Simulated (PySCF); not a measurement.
Cd(Br)(OH), HBrCdO, SMILES [OH][Cd][Br] at its PBE0/def2-SVP optimised geometry (Å):

```
4

Cd     0.0409     0.3805     0.0000
Br    -2.3570     0.5179     0.0000
O      2.0060     0.3805     0.0000
H      2.3570    -0.5179     0.0024
```

Level of theory: PBE0/def2-TZVP, def2 effective core potentials past Kr run with PySCF 2.14.0. The core electrons that the potentials of Cd replace are not part of the density.

Map of the log10 of the electron density (e/bohr³), floored at −4 on the plane z = 0.8 Å:

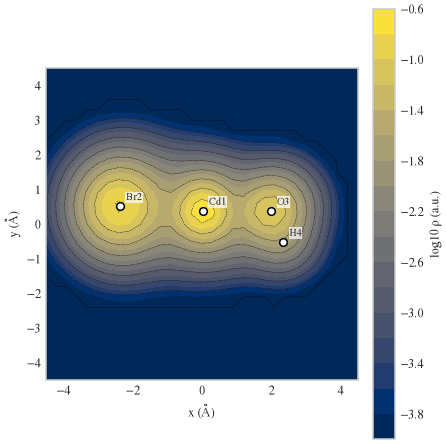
Figure. Log10 of the electron density (e/bohr³), floored at −4 on the plane z = 0.8 Å.
